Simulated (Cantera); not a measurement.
Input: 1 mol LiCl, 0.15 mol O₂, 0.13 mol H₂, equilibrated at 67.0 mbar.

Method: chemical equilibrium by Gibbs-energy minimisation in Cantera with the NASA 1993 tables (ideal gas, pure condensed phases). Candidate condensed phases: H₂O, Li, LiCl, LiH, LiOH, Li₂O; 25 gas species. Kinetics and transport are ignored.

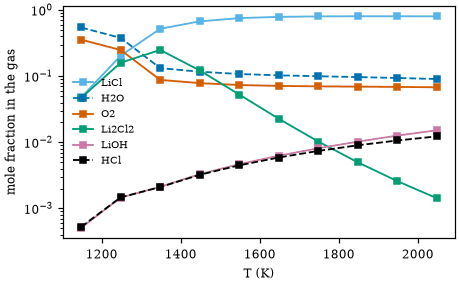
Figure. Equilibrium gas composition (values under 1e-9 drawn at 1e-9)

Task: Read off the mole fractions at 1448 K.

Result: LiCl about 0.67, Li₂Cl₂ about 0.12, H₂O about 0.12, O₂ about 0.079, LiOH about 0.0033, HCl about 0.0032.
